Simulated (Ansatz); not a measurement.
Starting cell, TiHg (space group P4/mmm):

```
CELL_PARAMETERS angstrom
      2.98407     0.00000     0.00000
      0.00000     2.98407     0.00000
      0.00000     0.00000     4.11248
ATOMIC_POSITIONS crystal
  Ti 0.50000 0.50000 0.50000
  Hg 0.00000 0.00000 0.00000
```

Scan: atom 1 (Ti, nearest neighbour Hg at 2.946 Å; its periodic images, 3.0 Å or more away, move with it) is displaced along Cartesian [111], direction (0.577, 0.577, 0.577) in Cartesian axes, by s. The other atoms stay.

Calculation: r2SCAN (plane waves to 500 eV, PAW, scalar-relativistic; Ansatz, a quantum-chemistry and plane-wave program). k mesh 13×13×9 (Γ-centred), Fermi-Dirac smearing 0.05 eV. Energies are smeared free energies. Compression counts positive. With partly filled bands, energies and forces of such displacements shift with the k mesh and the smearing. Spin-orbit coupling is left out, though Hg is heavy. TiHg is run without spin polarisation. TiHg was relaxed with its symmetry unable to fall. ΔE is measured from the undisplaced structure.

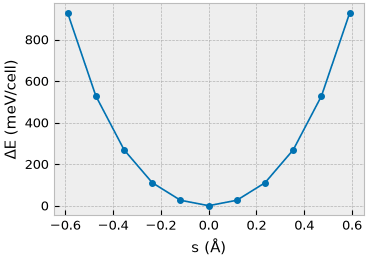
*ΔE (meV/cell) against s (Å); one marker a computed point.*

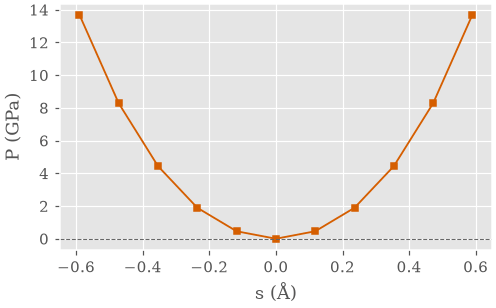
Figure: P (GPa) against s (Å); computed points joined by lines.

The energy at s = 0.590 Å comes out as 927 meV/cell and the force constant k = d²E/ds² at s = 0 (finite differences) is 3.70 eV/Å². Shape of the curve: a single well with its minimum at or next to zero displacement. Symmetry of the curve: even: the same for both signs. Harmonic estimate at the end of the scan: ½ks² = 644 meV/cell against the computed 927 meV/cell, so the well is stiffer than harmonic there.

With its periodic images moving along, the atom's site symmetry in this cell is 4/mmm.

(For displaced atoms, the force is minus the slope of the energy, and its curvature is a force constant, which sets phonon frequencies.)
